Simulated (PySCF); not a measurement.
**F6W, SMILES `F[W](F)(F)(F)(F)F`: what the electrons do**

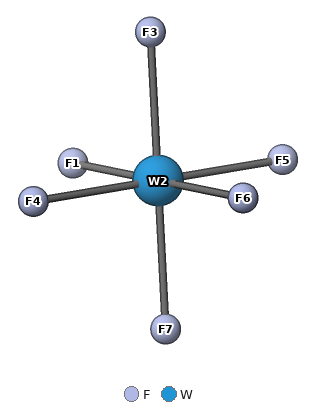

The molecule, with its atoms numbered as below. No frequency check shows the geometry to be a minimum.

Coordinates in Å:

```
F1      -1.3011    0.1471   -1.2888
W2      -0.0000   -0.0000    0.0001
F3      -0.0416    1.8198    0.2496
F4      -1.2972   -0.2063    1.2849
F5       1.2969    0.2066   -1.2848
F6       1.3011   -0.1472    1.2890
F7       0.0423   -1.8197   -0.2503
```

## 1. Bonding charge

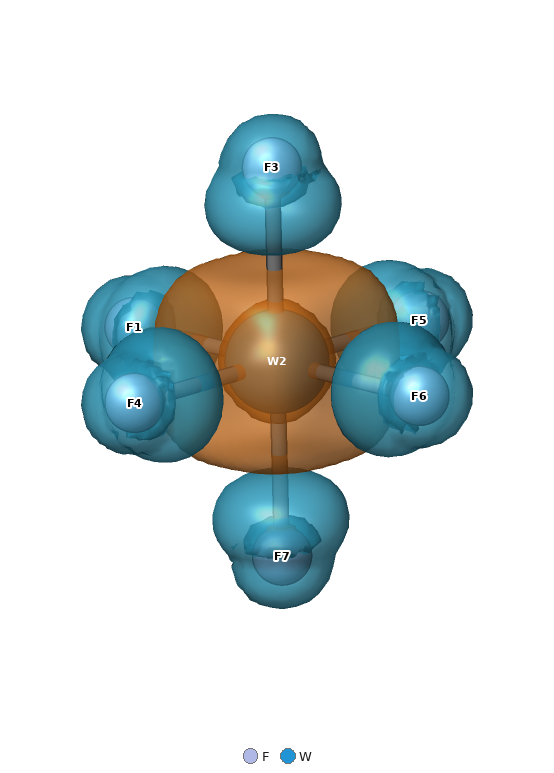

Deformation density (molecule less spherical, spin-averaged free atoms at the same positions), surfaces at ±0.1 e/Å³; light blue: gain, orange: loss.

Computed with PySCF, PBE/def2-TZVP, geometry: GFN2-xTB. Core potentials replace the inner electrons of W; spin–orbit coupling isn't included. This is a single-reference result, which may miss multireference character in this system.

Question: How much density has each bond gained at its critical point, relative to the free atoms?

Answer: F1–W2, W2–F5, W2–F7, W2–F3 and 2 more like them: +0.02 e/Å³ at the bond critical point (bond length 1.84 Å, Mayer order 1.1); up to 0.6 Å beside the axis the gain reaches +0.27 e/Å³. In all, 1.5 electrons gather in the regions of gain relative to the promolecule. A small or negative value marks a very polar bond, one between electron-rich atoms, whose free-atom densities already overlap strongly, a long bond to a heavier atom, or a closed-shell contact such as a hydrogen bond.

Question: Where do the Hirshfeld charges lie?

Answer: The highest Hirshfeld charge is on W2 (+1.03 e), the lowest on F1, F3, F4, F5, F6 and F7 (−0.17 e).

## 2. Local ionisation energy

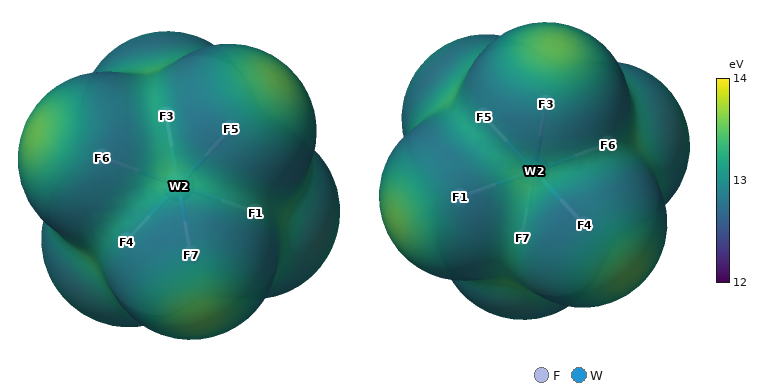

Average local ionisation energy on the surface of electron density 0.001 a.u. (back view left, front view right).

Question: Where are the most loosely bound electrons on this surface?

Answer: The lowest value is 12.8 eV, 1.7 Å from F3, and at like points elsewhere. For comparison, the highest occupied orbital lies at −10.6 eV.

## 3. In an electric field

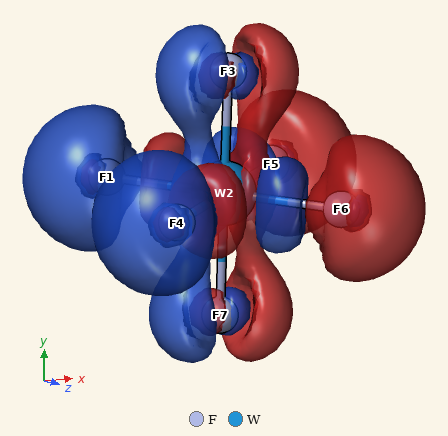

Change of the electron density in a uniform field of 0.21 V/Å, surfaces at ±0.001 e/Å³ (blue: gain, red: loss).

Method: PBE/def2-TZVP; geometry: GFN2-xTB; program: PySCF. Core potentials replace the inner electrons of W; spin–orbit coupling isn't included. This is a single-reference result, which may miss multireference character in this system. A basis without diffuse functions makes polarisabilities too small.

Question: Along which Cartesian direction does the field point?

Answer: Along +x: electrons gather on the −x side, against the field.

Question: What dipole is induced, and what polarisability does it imply?

Answer: The induced dipole is 0.46 D (along the field); α along this axis, from the fields in both directions, is 45 bohr³ (6.7 Å³).

Question: Which atoms gain and lose the most charge?

Answer: Electrons gather most on F1 and F4 alike (Hirshfeld charge changes by −0.011 e) and leave F5 and F6 alike most (+0.011 e); 0.040 electrons are displaced in all.
